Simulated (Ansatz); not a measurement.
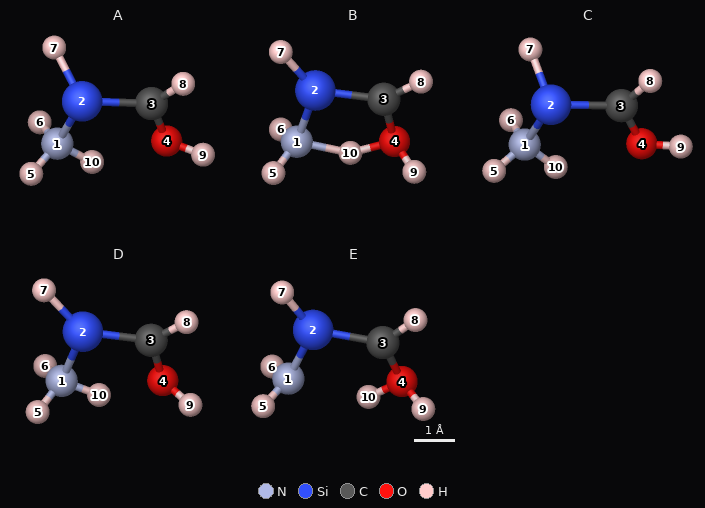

5 geometries from one relaxation of CH$_{6}$NOSi (charge +1), in shuffled order. Style: ball-and-stick. Shown from a free direction.

The run prepares an end point of a later path (torsion) calculation, from a guessed geometry.

Method: RKS PBE-D4/def2-SVP in Ansatz 0.2.0. Settings: no spin polarisation; force threshold 0.015 eV/Å; at most 40 steps.

Order the frames from highest to lowest energy.

E, B, D, A, C. They are steps 0, 4, 7, 10, 18, at +137.7 kJ/mol, +102.0 kJ/mol, +53.2 kJ/mol, +8.88 kJ/mol relative to the last. H10 moves most after the best rigid fit: 1.22 Å. Largest moves by element: H 1.22 Å, Si 0.58 Å, O 0.29 Å, N 0.13 Å, C 0.11 Å. Among the contacts that change: O4–H10 0.990 → 2.351 Å, N1–H10 2.086 → 1.039 Å, N1–Si2 1.731 → 1.963 Å, C3–O4 1.483 → 1.325 Å. New bonds form: N1–H10 (2.09 → 1.04 Å). Bonds break: O4–H10 (0.99 → 2.35 Å). Among the angles between lasting bonds that change: N1–Si2–H7 126.3° → 102.2°, C3–Si2–H7 130.7° → 107.4°, Si2–C3–H8 130.7° → 119.6°. Over 18 geometry steps the energy falls by 137.7 kJ/mol. Largest force component: 1.9 eV/Å at the start, 0.011 eV/Å at the end. The run took 61 s on 1 thread of Arm Neoverse V1, on a shared host, peak memory 0.14 GiB.
